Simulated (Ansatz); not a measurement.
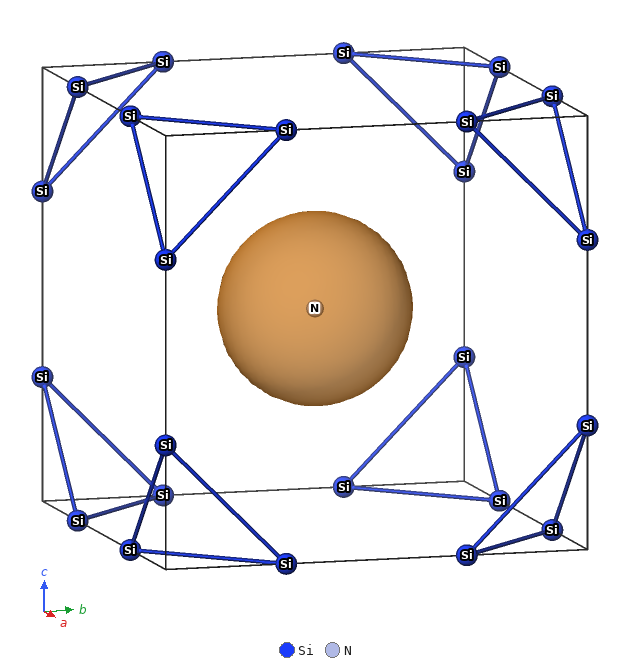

Figure 1: Si6N. Isosurface of the spin density (up minus down) at +0.03 e/Å³ (orange), seen slightly off an axis. Sticks mark near contacts.

Space group Pm-3m; a structure generated by program, which may or may not match a known phase; spin-polarised.

The calculation used DFT PBE, scalar-relativistic, plane waves, PAW in Ansatz.

Core electrons are frozen (PAW), and the valence fields are smoothed inside the atomic spheres.

Q: Where is the spin, and how is it ordered?

A: The spin density sits on N: +2.7 μB in one cell of 7 atoms: parallel main moments, as they must be, since the calculation's own cell holds one magnetic site. The cell of the calculation (7 atoms) carries 2.4 μB of net spin moment.
